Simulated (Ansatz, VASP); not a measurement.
# Cross-check of MgS (Niningerite) between VASP and Ansatz

Aim: how closely do two programs agree when they are given the same cell, functional and k mesh?

Method: plane waves, with VASP 6.6.1 beside it; band structure at HSE06 and band structure at PBE0, in Ansatz 0.2.0.

## Step 1: The structure

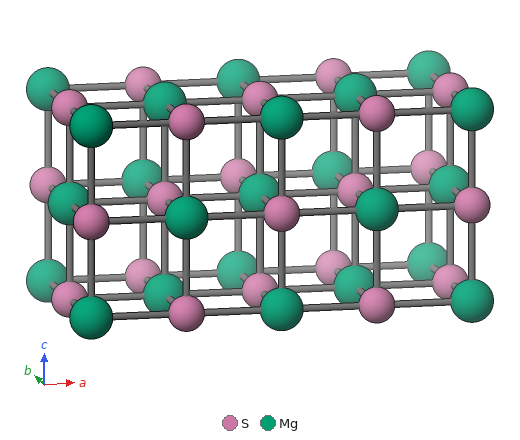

The starting structure, seen slightly off an axis (sulfur pink, magnesium teal). 2×1×1 cells are drawn. This picture shows the conventional cell, with its axes. Some periodic images of atoms are drawn too.

## Step 2: VASP: band structure, HSE06

The same path points are solved in both programs, so levels can be compared one by one.

Lines of VASP's logs that name or quote its potential files are left out, and so is its time.

INCAR reads:

```
SYSTEM = MgS
PREC = Accurate
ENCUT = 350
EDIFF = 1E-06
NELM = 100
ISMEAR = 0
SIGMA = 0.03
LREAL = .FALSE.
ALGO = Normal
LHFCALC = .TRUE.
AEXX = 0.25
GGA = PE
HFSCREEN = 0.2
LASPH = .TRUE.
NBANDS = 10
PRECFOCK = Fast
LORBIT = 11
LWAVE = .FALSE.
LCHARG = .FALSE.
KPAR = 4
```

POSCAR reads:

```
MgS
1.0
    0.0000000000      2.6016500000      2.6016500000
    2.6016500000      0.0000000000      2.6016500000
    2.6016500000      2.6016500000      0.0000000000
S Mg
1 1
Direct
    0.5000000000      0.5000000000      0.5000000000
    0.0000000000      0.0000000000      0.0000000000
```

KPOINTS reads:

```
Automatic mesh
0
Gamma
5 5 5
0 0 0
```

KPOINTS_OPT reads:

```
Line mode
10
Line-mode
Reciprocal
  0.00000000   0.00000000   0.00000000 GAMMA
  0.50000000   0.00000000   0.50000000 X

  0.50000000   0.00000000   0.50000000 X
  0.50000000   0.25000000   0.75000000 W

  0.50000000   0.25000000   0.75000000 W
  0.37500000   0.37500000   0.75000000 K

  0.37500000   0.37500000   0.75000000 K
  0.00000000   0.00000000   0.00000000 GAMMA

  0.00000000   0.00000000   0.00000000 GAMMA
  0.50000000   0.50000000   0.50000000 L

  0.50000000   0.50000000   0.50000000 L
  0.62500000   0.25000000   0.62500000 U

  0.62500000   0.25000000   0.62500000 U
  0.50000000   0.25000000   0.75000000 W

  0.50000000   0.25000000   0.75000000 W
  0.50000000   0.50000000   0.50000000 L

  0.50000000   0.50000000   0.50000000 L
  0.37500000   0.37500000   0.75000000 K

  0.62500000   0.25000000   0.62500000 U
  0.50000000   0.00000000   0.50000000 X
```

The projector-augmented-wave data sets are S and Mg (PBE family, release 64).

Command:

```sh
mpirun -np 4 vasp_std
```

Numbers of over 12 decimals in the logs are rounded to 6 here.

What it wrote:

```text
[banner, memory and clock lines left out]
running    4 mpi-ranks, on    1 nodes
 distrk:  each k-point on    1 cores,    4 groups
 distr:  one band on    1 cores,    1 groups

 POSCAR found type information on POSCAR S Mg
 POSCAR found :  2 types and       2 ions
 LDA part: xc-table for (Slater+PW92), standard interpolation
 found WAVECAR, reading the header
 POSCAR, INCAR and KPOINTS ok, starting setup
 FFT: planning ... GRIDC
 FFT: planning ... GRID_SOFT
 FFT: planning ... GRID
 reading WAVECAR
 the WAVECAR file was read successfully
 initial charge from wavefunction
 entering main loop
       N       E                     dE             d eps       ncg     rms          rms(c)
DAV:   1    -0.989939744364E+01   -0.98994E+01   -0.63015E-01   202   0.493E+00    0.230E+00
DAV:   2    -0.990157300479E+01   -0.21756E-02   -0.93786E-03   264   0.732E-01    0.173E+00
DAV:   3    -0.989983350898E+01    0.17395E-02   -0.15099E-03   204   0.191E-01    0.105E+00
DAV:   4    -0.989936683246E+01    0.46668E-03   -0.53181E-04   214   0.115E-01    0.618E-01
DAV:   5    -0.989921182540E+01    0.15501E-03   -0.82157E-05   224   0.520E-02    0.352E-01
DAV:   6    -0.989915103896E+01    0.60786E-04   -0.15786E-05   228   0.272E-02    0.193E-01
DAV:   7    -0.989912758490E+01    0.23454E-04   -0.65305E-06   240   0.190E-02    0.102E-01
DAV:   8    -0.989911889074E+01    0.86942E-05   -0.24359E-06   226   0.115E-02    0.526E-02
DAV:   9    -0.989911560904E+01    0.32817E-05   -0.88216E-07   152   0.700E-03    0.273E-02
DAV:  10    -0.989911430508E+01    0.13040E-05   -0.39567E-07   100   0.508E-03    0.136E-02
DAV:  11    -0.989911376902E+01    0.53606E-06   -0.15449E-07   102   0.326E-03
   1 F= -.98991138E+01 E0= -.98991138E+01  d E =-.626731E-12
 Start KPOINTS_OPT (optional k-point list driver)
k-point batch [1-10\100]
       N       E                     dE             ncg
DAV:   1     0.207895473269E+03   -0.13353E+04      200
DAV:   2    -0.842985047538E+02   -0.29219E+03      262
DAV:   3    -0.106956691443E+03   -0.22658E+02      254
DAV:   4    -0.107223760481E+03   -0.26707E+00      250
DAV:   5    -0.107225520455E+03   -0.17600E-02      252
DAV:   6    -0.107225529995E+03   -0.95396E-05      260
DAV:   7    -0.107225530088E+03   -0.92928E-07      220
[...]
k-point batch [91-100\100]
       N       E                     dE             ncg
DAV:   1     0.780403312989E+02   -0.27728E+04      208
DAV:   2    -0.157553705163E+03   -0.23559E+03      282
DAV:   3    -0.170523982517E+03   -0.12970E+02      266
DAV:   4    -0.170666689835E+03   -0.14271E+00      290
DAV:   5    -0.170667394193E+03   -0.70436E-03      302
DAV:   6    -0.170667397672E+03   -0.34790E-05      282
DAV:   7    -0.170667397683E+03   -0.10824E-07      266
```

Parts of OUTCAR (step 2):

```text
ion  position               nearest neighbor table
   1  0.500  0.500  0.500-   2 2.60   2 2.60   2 2.60   2 2.60   2 2.60   2 2.60
   2  0.000  0.000  0.000-   1 2.60   1 2.60   1 2.60   1 2.60   1 2.60   1 2.60

  LATTYP: Found a face centered cubic cell.
 ALAT       =     5.2033000000

 Subroutine GETGRP returns: Found 48 space group operations
 (whereof 48 operations were pure point group operations)

The static configuration has the point symmetry O_h .

 Found     10 irreducible k-points:

   k-points           NKPTS =     10   k-points in BZ     NKDIM =    125   number of bands    NBANDS=     10

   dimension x,y,z NGX =    24 NGY =   24 NGZ =   24
   dimension x,y,z NGXF=    48 NGYF=   48 NGZF=   48

   ENCUT  =  350.0 eV  25.72 Ry    5.07 a.u.   5.61  5.61  5.61*2*pi/ulx,y,z

   NELECT =       8.0000    total number of electrons

 k-points in reciprocal lattice and weights: Automatic mesh
   0.00000000  0.00000000  0.00000000       0.008
   0.20000000  0.00000000  0.00000000       0.064
   0.40000000  0.00000000  0.00000000       0.064
   0.20000000  0.20000000  0.00000000       0.048
   0.40000000  0.20000000  0.00000000       0.192
  -0.40000000  0.20000000  0.00000000       0.192
  -0.20000000  0.20000000  0.00000000       0.096
   0.40000000  0.40000000  0.00000000       0.048
  -0.40000000  0.40000000  0.00000000       0.096
  -0.40000000  0.40000000  0.20000000       0.192

  exchange ACFDT corr.  =         0.00000000  see jH, gK, PRB 81, 115126

 average (electrostatic) potential at core
       1 -82.5381       2 -32.6675

 E-fermi :   3.1902

 k-point     1 :       0.0000    0.0000    0.0000
  band No.  band energies     occupation
      1     -10.9114      2.00000
      2       3.0550      2.00000
      3       3.0550      2.00000
      4       3.0550      2.00000
      5       7.8731      0.00000
      6      12.1825      0.00000
      7      12.1825      0.00000
      8      12.1825      0.00000
      9      14.7709      0.00000
    ...

 k-point     2 :       0.2000    0.0000    0.0000
  band No.  band energies     occupation
      1     -10.5030      2.00000
      2       0.8027      2.00000
      3       2.8064      2.00000
      4       2.8064      2.00000
      5       9.1077      0.00000
      6      12.1005      0.00000
      7      12.3734      0.00000
      8      12.3734      0.00000
      9      14.1698      0.00000
    ...

 k-point     3 :       0.4000    0.0000    0.0000
  band No.  band energies     occupation
      1      -9.6597      2.00000
      2      -1.7987      2.00000
      3       2.4624      2.00000
      4       2.4624      2.00000
      5       8.7319      0.00000
      6      11.2969      0.00000
      7      11.2969      0.00000
      8      14.4943      0.00000
      9      16.0844      0.00000
    ...

  energy-cutoff  :      350.00
  volume of cell :       35.22
      direct lattice vectors                 reciprocal lattice vectors
     0.000000000  2.601650000  2.601650000    -0.192185728  0.192185728  0.192185728
     2.601650000  0.000000000  2.601650000     0.192185728 -0.192185728  0.192185728
     2.601650000  2.601650000  0.000000000     0.192185728  0.192185728 -0.192185728

 POSITION                                       TOTAL-FORCE (eV/Angst)
 -----------------------------------------------------------------------------------
      2.60165      2.60165      2.60165        -0.000000      0.000000      0.000000
      0.00000      0.00000      0.00000         0.000000     -0.000000     -0.000000
 -----------------------------------------------------------------------------------
    total drift:                               -0.000189      0.000390      0.001184

  FREE ENERGIE OF THE ION-ELECTRON SYSTEM (eV)
  ---------------------------------------------------
  free  energy   TOTEN  =        -9.8991137690 eV

  energy  without entropy=       -9.8991137690  energy(sigma->0) =       -9.89911377

 total charge
# of ion       s       p       d       tot
------------------------------------------
    1        1.306   2.522   0.000   3.828
    2        0.131   0.127   0.039   0.297
--------------------------------------------------
tot          1.437   2.649   0.039   4.125

[... 3 further parts left out ...]
```

## Step 3: Ansatz: band structure, HSE06

Ansatz runs on its default PAW (the set named soft_2) files.

The same cell, functional, mesh and smearing now go to Ansatz, which takes its cutoff from its data sets.

input.yaml reads:

```yaml
crystal:
  lattice:
    - [0.0, 2.60165, 2.60165]
    - [2.60165, 0.0, 2.60165]
    - [2.60165, 2.60165, 0.0]
  atoms:
    - { symbol: S, position: [0.5, 0.5, 0.5] }
    - { symbol: Mg, position: [0.0, 0.0, 0.0] }
hamiltonian:
  xc: { exchange: pbe, correlation: pbe, exx: { coeff: 0.25, omega: 0.2 } }
  pseudopotentials: { kind: paw }
kpoints:
  mp_grid: { grid: [5, 5, 5] }
  band_path:
    path:
      - [0.0, 0.0, 0.0]
      - [0.5, 0.0, 0.5]
      - [0.5, 0.22222, 0.72222]
      - [0.40278, 0.34722, 0.75]
      - [0.125, 0.125, 0.25]
      - [0.27778, 0.27778, 0.27778]
      - [0.55556, 0.38889, 0.55556]
      - [0.58333, 0.25, 0.66667]
      - [0.5, 0.30556, 0.69444]
      - [0.48611, 0.48611, 0.52778]
      - [0.625, 0.25, 0.625]
      - [0.5, 0.0, 0.5]
    npoints: 1
scf:
  occupations: { method: gaussian, width: 0.03 }
  n_extra_bands: 7
output:
  forces: true
  stress: true
  eigenvalues: true
```

Command:

```sh
ansatz run input.yaml --threads 4 --pin off --max-ram 9216MiB --backend cpu --events-out ev --progress --plain --runs-dir out
```

What it wrote:

```text
Warning: output.stress: scf.convergence.dr2_threshold = 1e-7 eV (the SCF's general default) is looser than the 2e-10 eV advised for a printed stress (1e-10 eV for each atom of the cell: 2). What an SCF threshold leaves in a stress goes as its square root, and in the free energy as the threshold itself, and one threshold admits the most on a small cell: [figures from the program's tests cut] Set scf.convergence.dr2_threshold to 2e-10 eV or tighter. The threshold is an SCF's pass mark: one that does not reach it within its budget of iterations ends unconverged, or closes short of it on a stop that the run arms, and scf.convergence.dr2_threshold's page says what that costs each kind of run
Warning: output.stress: scf.exx.energy_threshold = 1e-6 eV is looser than the 2e-8 eV advised for a stress under a hybrid functional (1e-8 eV for each atom of the cell: 2). Every SCF of the exchange loop can meet its threshold on dr2 while the loop round them stops early: no threshold on dr2 bounds what that leaves in the stress. Set scf.exx.energy_threshold to 2e-8 eV or tighter. The threshold is the loop's pass mark: a loop that does not reach it within its budget of cycles ends unconverged, and scf.exx.energy_threshold's page has the law
scf.n_extra_bands = 7 over 8 filled bands (N_el = 16.0): the run solves 15 bands
Engine: ansatz 0.2.0, aarch64-unknown-linux-gnu
Pseudopotentials: kind: paw
Pseudopotential: S, paw, valence charge 6, recommended cutoff 420 eV (normal), S.paw.azcp
Pseudopotential: Mg, paw, valence charge 10, recommended cutoff 420 eV (normal), Mg.paw.azcp
Functional definition: unnamed
  parameter a_1 = 0.25
  parameter omega_1 = 0.2/angstrom
  exchange = pbe_x + (-a_1)*pbe_x_sr(omega_1) + a_1*exact_x_sr(omega_1)
  correlation = pbe_c
Crystal: 2 atoms, lattice volume = 35.219 Å³
Basis set: ecut = 420 eV, 701 PW (Γ), exchange–correlation on 50×50×50 points (8 copies of the dense FFT grid, shifted against one another)
Bands: 15, of which v1, the nominal top of the filled ones, is band 8 counted from 1 (7 counted from 0)
Symmetry: 48 space group operations
Space group: Fm-3m (ITA 225), of the structure as read, at distance tolerance 3.3e-5 Å
k-points: 10 of 125
Non-local potential: S, projectors of the file, l = 0: 2, l = 1: 2, l = 2: 2
Non-local potential: Mg, projectors of the file, l = 0: 3, l = 1: 2, l = 2: 1
PAW form: soft (Blöchl's): semilocal exchange-correlation on the pseudo side does not see the compensation charge
PAW frozen core: S, regenerated for the run's functional, and the local potential with it (the file was generated under x = pbe(κ = 0.804, μ = 0.219515), c = pbe(β = 0.066725))
PAW frozen core: Mg, regenerated for the run's functional, and the local potential with it (the file was generated under x = pbe(κ = 0.804, μ = 0.219515), c = pbe(β = 0.066725))
PAW one-centre angular grid: S, 110 points (default); XC on 64 Gauss nodes
PAW one-centre angular grid: Mg, 110 points (default); XC on 96 Gauss nodes
Initial density: superposition of atomic densities (neutral atoms: chi_scale 0, normalization atom), corrected by the library's trained network
Initial wavefunctions: pseudopotential atomic-orbital guess
Functional: x = pbe(κ = 0.804, μ = 0.219515), c = pbe(β = 0.066725), warm-up for x = pbe(κ = 0.804, μ = 0.219515) + 0.25 (exact − pbe) at short range (hse, ω = 0.2 Å⁻¹), c = pbe(β = 0.066725)
SCF iter   1: F=—  HF=-2828.732902 eV  |F-HF|=—  |Δ(HF+E_count)|=         —  Δρ=5.44e-4  dr2=1.40e-4  ethr=1.77e-3  ⟨swp⟩=2.7  Hψ=1055  notcnv=0
preconditioner: auto → none  [insulator: Δε(μ)=3.184 eV  Ē_g=14.254 eV  σ=0.030 eV  W_gap=1.00  n_scr=8 (ndim 8)  ℏωp=17.7 eV  f_vac=0.000  D(μ)=0.00/eV (n_scr^D=0)]
iter 2 solved again at ethr=1.87e-8 eV; its pass at ethr=8.75e-7 eV (dr2=2.99e-6 eV) is discarded
SCF iter   2: F=-2828.732708 eV  HF=-2828.732679 eV  |F-HF|=2.88e-5  |Δ(HF+E_count)|=   2.24e-4  Δρ=1.37e-4  dr2=2.98e-6  ethr=1.87e-8  ⟨swp⟩=2.8  Hψ=560  notcnv=0  defer=1
SCF 1 stopped early in 2 iterations: F = -2828.732708 eV  dr2 = 2.98e-6
  greatest PAW one-centre occupation: 1.000 electrons in one spin orbital (limit 2), on the Mg atom at site 1 (counted from 0), in its partial waves of l = 0
Initial density: handed on by an earlier stage of this run
Initial wavefunctions: those handed on with the density
Functional: x = pbe(κ = 0.804, μ = 0.219515) + 0.25 (exact − pbe) at short range (hse, ω = 0.2 Å⁻¹), c = pbe(β = 0.066725)
Exchange kernel: α = 0.2500, screened, ω = 0.2000 Å⁻¹, Wigner–Seitz truncation, v(0) = 1121.0294 eV·Å³, q-mesh 5×5×5, nearest image of the exchange supercell L = 18.40 Å, pair-density grid 15×15×15, without the augmentation charges, whose exchange is taken in its separable form by FFT convolution over the k-point mesh (sized by the pseudopotential files, 24×24×24 at the most), smooth part of the exact exchange by density-matrix convolution
Frozen-core exchange: fock
SCF iter   1: F=—  HF=-2829.764833 eV  |F-HF|=—  |Δ(HF+E_count)|=         —  Δρ=4.03e-3  dr2=2.79e-3  ethr=1.86e-7  ⟨swp⟩=7.8  Hψ=790  notcnv=0
preconditioner: auto → none  [insulator: Δε(μ)=4.228 eV  Ē_g=16.047 eV  σ=0.030 eV  W_gap=1.00  n_scr=8 (ndim 8)  ℏωp=17.7 eV  f_vac=0.000  D(μ)=0.00/eV (n_scr^D=0)]
SCF iter   2: F=—  HF=-2829.763237 eV  |F-HF|=—  |Δ(HF+E_count)|=   1.60e-3  Δρ=1.53e-3  dr2=7.09e-4  ethr=1.86e-7  ⟨swp⟩=4.0  Hψ=343  notcnv=0
SCF iter   3: F=—  HF=-2829.763067 eV  |F-HF|=—  |Δ(HF+E_count)|=   1.70e-4  Δρ=1.89e-4  dr2=2.11e-4  ethr=1.86e-7  ⟨swp⟩=3.0  Hψ=310  notcnv=0
SCF iter   4: F=—  HF=-2829.765159 eV  |F-HF|=—  |Δ(HF+E_count)|=   2.09e-3  Δρ=3.40e-4  dr2=3.13e-5  ethr=4.80e-8  ⟨swp⟩=4.0  Hψ=442  notcnv=0
SCF iter   5: F=—  HF=-2829.765147 eV  |F-HF|=—  |Δ(HF+E_count)|=   1.26e-5  Δρ=5.05e-5  dr2=2.54e-6  ethr=4.80e-8  ⟨swp⟩=3.0  Hψ=313  notcnv=0
SCF iter   6: F=-2829.765164 eV  HF=-2829.765163 eV  |F-HF|=9.58e-7  |Δ(HF+E_count)|=   1.61e-5  Δρ=3.53e-5  dr2=4.28e-7  ethr=4.65e-9  ⟨swp⟩=3.3  Hψ=372  notcnv=0
SCF 2 stopped early in 6 iterations: F = -2829.765164 eV  dr2 = 4.28e-7
hybrid outer 1: dexx = +2.265e-3 eV, tail = 2.11e-5 eV
Exchange kernel: α = 0.2500, screened, ω = 0.2000 Å⁻¹, Wigner–Seitz truncation, v(0) = 1121.0294 eV·Å³, q-mesh 5×5×5, nearest image of the exchange supercell L = 18.40 Å, pair-density grid 15×15×15, without the augmentation charges, whose exchange is taken in its separable form by FFT convolution over the k-point mesh (sized by the pseudopotential files, 24×24×24 at the most), smooth part of the exact exchange by density-matrix convolution
Frozen-core exchange: fock
SCF iter   1: F=—  HF=-2829.765115 eV  |F-HF|=—  |Δ(HF+E_count)|=         —  Δρ=3.02e-5  dr2=3.41e-7  ethr=6.60e-7  ⟨swp⟩=3.0  Hψ=312  notcnv=0
preconditioner: auto → none  [insulator: Δε(μ)=4.260 eV  Ē_g=16.054 eV  σ=0.030 eV  W_gap=1.00  n_scr=8 (ndim 8)  ℏωp=17.7 eV  f_vac=0.000  D(μ)=0.00/eV (n_scr^D=0)]
SCF iter   2: F=—  HF=-2829.765115 eV  |F-HF|=—  |Δ(HF+E_count)|=   1.28e-7  Δρ=8.16e-6  dr2=2.02e-8  ethr=2.01e-9  ⟨swp⟩=3.5  Hψ=315  notcnv=0
SCF iter   3: F=-2829.765115 eV  HF=-2829.765115 eV  |F-HF|=3.32e-9  |Δ(HF+E_count)|=   7.74e-8  Δρ=3.22e-6  dr2=2.30e-9  ethr=4.80e-11  ⟨swp⟩=4.3  Hψ=421  notcnv=0  defer=1
SCF 3 converged in 3 iterations: F = -2829.765115 eV  dr2 = 2.30e-9
  Residual-converged pass: ⟨swp⟩=2.0  Hψ=212  notcnv=0  max |occ|·‖R‖ = 2.2e-6 eV (tolerance 2.4e-6 eV)  dr2=2.30e-9  dr2_onsite=1.91e-9  max |Δocc| = 0.0e0
hybrid outer 2: dexx = +7.003e-8 eV, tail = 1.55e-8 eV, Δε = 1.87e-3 eV (about 1.05e-4 eV left of the loop's levels)
NSCF: frozen V_eff on 12 k-points
hybrid SCF converged: 2 outer / 9 inner (+2 warm-up), last move |dexx| = 7.00e-8 eV, tail = 1.55e-8 eV
Stability not checked: this state was not tested for a lower state beside it, because the functional holds exact exchange (a hybrid, or Hartree-Fock), whose exchange loop this test does not read (fock_operator; see scf.lower_state_search)
Free energy (F): -2829.765115 eV
Frozen-core exchange: fock
Harris-Foulkes:  -2829.765115 eV  (|F-HF|=3.32e-9)
Internal energy: -2829.765115 eV  (E = F + TS)
E sigma→0 (E₀):  -2829.765115 eV
Fermi energy:    7.850161 eV
--- Per-component energies (eV) ---
  E_band       = -374.306938
  E_kinetic    = 185.212969
  E_local      = -1665.754018  (includes V_loc(G=0)·N_el)
  E_nonlocal   = 122.631173
  E_hartree    = 593.430877
  E_xc         = -102.935256
  E_vxc        = -102.221530  (∫ρ·V_xc dr)
  E_exx        = -63.231058  (= α·E_x^exact, valence–valence)
  E_paw        = -855.251491  (= ΣΔE_a)
  E_vpaw       = 25.423240  (= ΣTr[D̂ρ^β])
  E_aug_tail   = -0.000002  (compensation charges beyond the density's cutoff)
  E_ewald      = -1043.740020
  E_core_change = -0.128290  (= ΣΔE_core)
  E_smearing   = -0.000000  (= −TS)
  E_closure    = 0.000000  (closes the sum)
  Σ components = -2829.765115   (vs F -2829.765115, Δ=0.00e0)
--- Forces (eV/Å), atoms counted from 1 ---
  atom   1  S      0.00000000    -0.00000000     0.00000000
  atom   2  Mg    -0.00000000     0.00000000    -0.00000000
  max |Σ_I F_I| component: 3.09e-30 eV/Å
--- Stress (GPa, compression-positive) ---
       -0.351764      -0.000000      -0.000000
       -0.000000      -0.351764       0.000000
       -0.000000       0.000000      -0.351764
  P = ⅓ Tr σ = -0.3518 GPa (-3.518 kbar)
--- Band table (eV; the first three rows and the last of 10) ---
  k-point 0: bands = [... 4 lower, -8.2434, 5.7208, 5.7208, 5.7208, 10.5700, 14.8301, 14.8301, 14.8301, ... 3 higher]
  k-point 1: bands = [... 4 lower, -7.8325, 3.4731, 5.4712, 5.4712, 11.7940, 14.7652, 15.0328, 15.0328, ... 3 higher]
  k-point 2: bands = [... 4 lower, -6.9846, 0.8726, 5.1258, 5.1258, 11.4069, 13.9771, 13.9771, 17.2159, ... 3 higher]
  k-point 9: bands = [... 4 lower, -6.4905, 1.6649, 2.7834, 3.8265, 12.0223, 13.8514, 14.4563, 16.9598, ... 3 higher]
```

Elapsed: 13 s, on 4 threads of Arm Neoverse V1, shared host; peak memory 0.58 GiB.

In the SCF lines HF is the Harris–Foulkes energy and dr2 the Hartree energy of the density residual, in eV; the loop may stop once dr2 is under the threshold and the program's other checks hold. Hψ counts applications of the Hamiltonian.

[end of part 1 of 2]

[Lines on the potential files, build, host, timing and source positions are cut from VASP's logs without a mark.]

[Logs are printed without paths, hosts, clocks, repeated set-up lines and the standing remarks that a program may print on its own settings, such as how far it seeks lower states.]

[Hosts, paths, dates, database ids (printed as entryN), source tags and the programs' standing remarks are cut or masked in the printed files.]
